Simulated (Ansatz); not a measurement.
# Calculations on BSiH6OCl

**1. Relaxation**

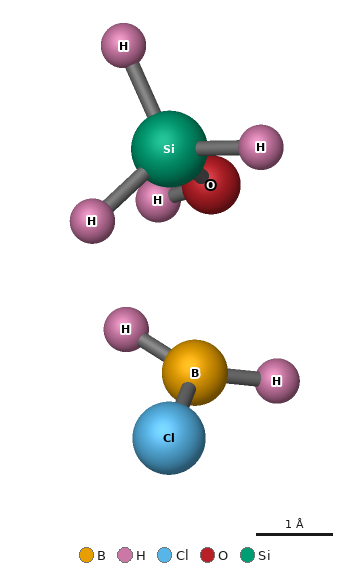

BSiH$_{6}$OCl, before the relaxation. The picture is a ball-and-stick view, seen from a free direction.

The run prepares an end point of a later path (reaction) calculation, from a guessed geometry.

Level of theory: RKS BLYP-D4/def2-SVP (Ansatz).

The input:
```yaml
crystal:
  periodic: [false, false, false]
  atoms:
    - { symbol: B, position_ang: [-0.07665, -0.327637, -0.219225] }
    - { symbol: H, position_ang: [-0.490518, -0.60283, 0.873066] }
    - { symbol: Cl, position_ang: [1.571651, -0.810684, -0.617696] }
    - { symbol: H, position_ang: [-0.770914, 0.144538, -1.083196] }
    - { symbol: O, position_ang: [0.202913, 1.834666, 1.203976] }
    - { symbol: Si, position_ang: [1.731333, 2.225572, 1.839782] }
    - { symbol: H, position_ang: [2.613234, 1.0167, 1.952852] }
    - { symbol: H, position_ang: [2.318351, 3.215639, 0.888822] }
    - { symbol: H, position_ang: [1.58957, 2.847134, 3.200516] }
    - { symbol: H, position_ang: [-0.27027, 1.082201, 1.642902] }
basis:
  gaussian: { orbitals: def2-SVP }
hamiltonian:
  xc: blyp
  dispersion: d4
relax:
  f_tol: 0.03
  max_steps: 50
```

Launched with:
```bash
ansatz run input.yaml --threads 2 --pin off --max-ram 3072MiB --backend cpu --events-out ev --progress --plain --runs-dir out
```

Q: What does the optimiser find from here?

A: The energy falls by 0.411 eV in 10 accepted moves (11 points after the start). The largest force component goes from 0.59 to 0.023 eV/Å. The line search rejected the trial step at point 6 of the run. The largest move after the best rigid fit is that of Cl3, 0.67 Å. Largest moves by element: Cl 0.67 Å, H 0.59 Å, O 0.58 Å, B 0.48 Å, Si 0.32 Å. Near-neighbour distances that change, for instance: B1–O5 2.604 → 1.662 Å, Cl3–Si6 3.909 → 3.087 Å, B1–Cl3 1.763 → 1.873 Å, O5–Si6 1.701 → 1.763 Å. New bonds form, among them: B1–O5 (2.60 → 1.66 Å). Among the angles between lasting bonds that change: O5–Si6–H9 110.4° → 99.5°, Cl3–B1–H4 118.9° → 112.8°, H2–B1–H4 122.9° → 117.9°. Groups turn about O5–Si6 by about 55°.

The structure at the end:

```xyz
10

B     0.0085    0.0449    0.0761
H    -0.3812   -0.9073    0.7274
Cl    1.7559   -0.1699   -0.5619
H    -0.7438    0.5108   -0.7576
O     0.2269    1.2580    1.1909
Si    1.7705    1.9592    1.6734
H     2.6834    0.9337    2.2433
H     2.3406    2.7352    0.5438
H     1.2953    2.8799    2.7579
H    -0.5374    1.3807    1.7885
```

After the run, drawn alike:

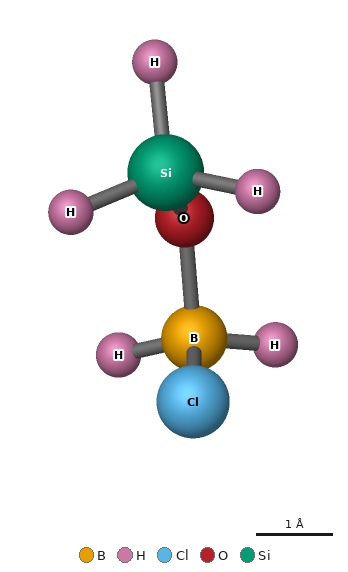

**2. Relaxation**

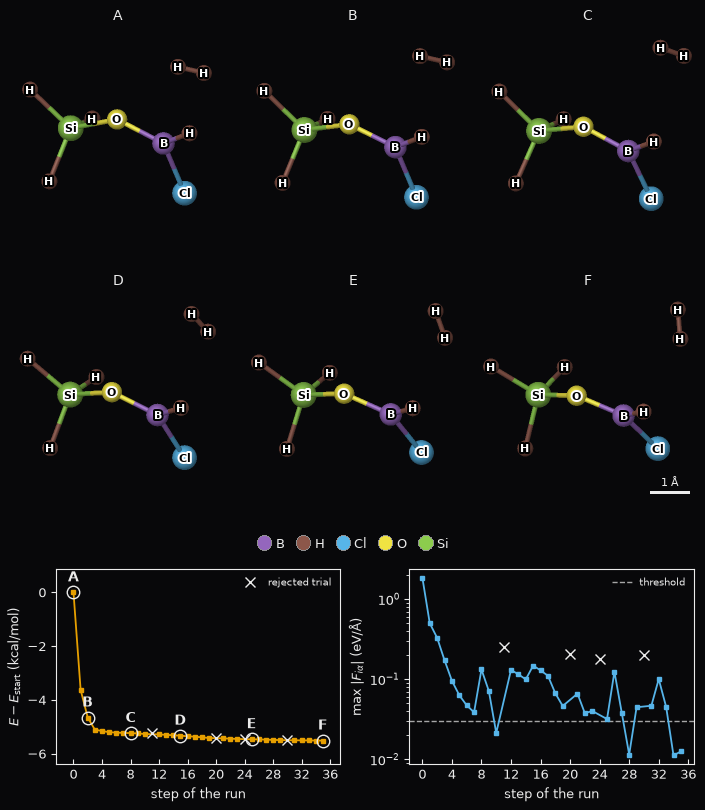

Frames of a relaxation of BSiH6OCl, marked on the history of the run. The picture is a ball-and-stick view, seen at a tilt.

The run prepares an end point of a later path (reaction) calculation, from a guessed geometry.

All numbers below come from Ansatz, RKS BLYP-D4/def2-SVP. Settings: no spin polarisation; force threshold 0.03 eV/Å; at most 50 steps.

What happens along the run?

Over 31 accepted moves (35 points after the start) the energy falls by 5.51 kcal/mol. The largest force component goes from 1.9 to 0.013 eV/Å. The line search rejected the trial steps at points 11, 20, 24, 30 of the run. The forces were under the threshold at step 10, but the run went on from there. An H atom moves most after the best rigid fit: 1.28 Å. By element the largest moves are H 1.28 Å, O 0.50 Å, B 0.46 Å, Cl 0.30 Å, Si 0.12 Å. Some distances before and after: H–H 0.719 → 0.767 Å, B–O 1.378 → 1.346 Å, B–Cl 1.791 → 1.799 Å, O–Si 1.708 → 1.713 Å. The run took 68 s on 2 threads of Arm Neoverse V1, on a shared host, peak memory 0.15 GiB. From step 0 to 2: an H atom moves most (0.38 Å), energy −4.65 kcal/mol. From step 2 to 8: H atoms move most (0.27 Å), energy −0.58 kcal/mol. From step 8 to 15: an H atom moves most (0.35 Å), energy −0.10 kcal/mol. From step 15 to 25: an H atom moves most (0.32 Å), energy −0.13 kcal/mol. From step 25 to 35: an H atom moves most (0.35 Å), energy −0.05 kcal/mol.

Limits of the set-up: the start holds two separate molecules, 2.2 Å apart at their closest, whose relative position is a soft coordinate.

**3. Path**

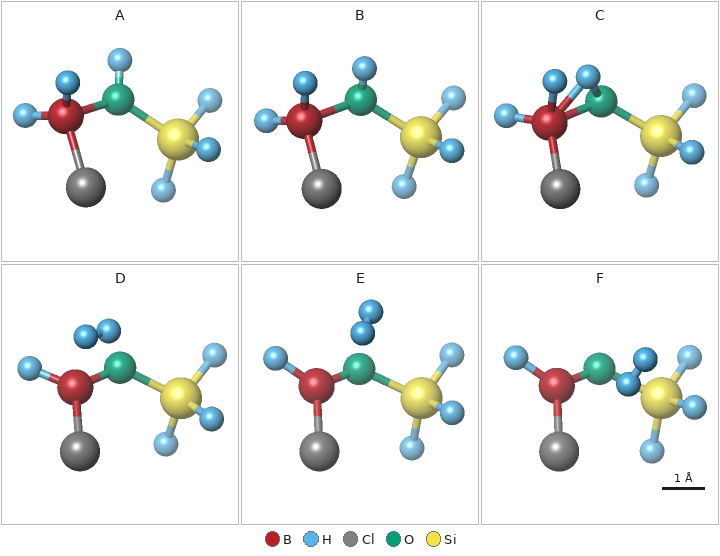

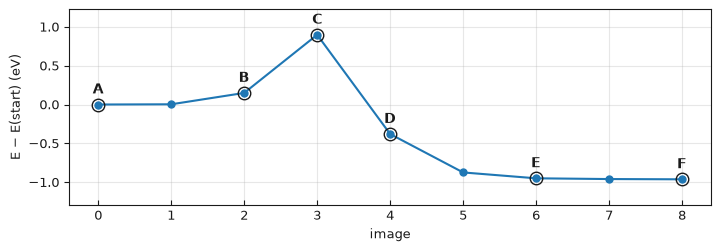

A nudged-elastic-band calculation for BSiH$_{6}$OCl. Images are numbered from 0 (start) to 8 (end). Frames A to F are images 0, 2, 3, 4, 6, 8. A ball-and-stick model, seen at a tilt.

Level of theory: RKS BLYP-D4/def2-SVP (Ansatz 0.2.0). Run with 7 movable images; climbing image; force threshold 0.03 eV/Å; iteration limit 60; starting path through a guess of the saddle point.

> Describe the mechanism and the energy profile.

Breaking: B–H (1.22 → 3.26 Å), H–O (0.98 → 3.94 Å). Forming: H–H (2.53 → 0.77 Å). Forward barrier 0.90 eV, backward barrier 1.86 eV, with image 3 at the top; the reaction energy is −0.96 eV. The band converged in 37 iterations. The largest component of the band force went from 14 to 0.022 eV/Å. The climbing image converged on the top of the path. Its vibrational analysis gives one imaginary mode (1355i cm⁻¹), as a transition state must have.

The run took 6.8 min on 2 threads of Arm Neoverse V1 (shared host), peak memory 0.13 GiB.
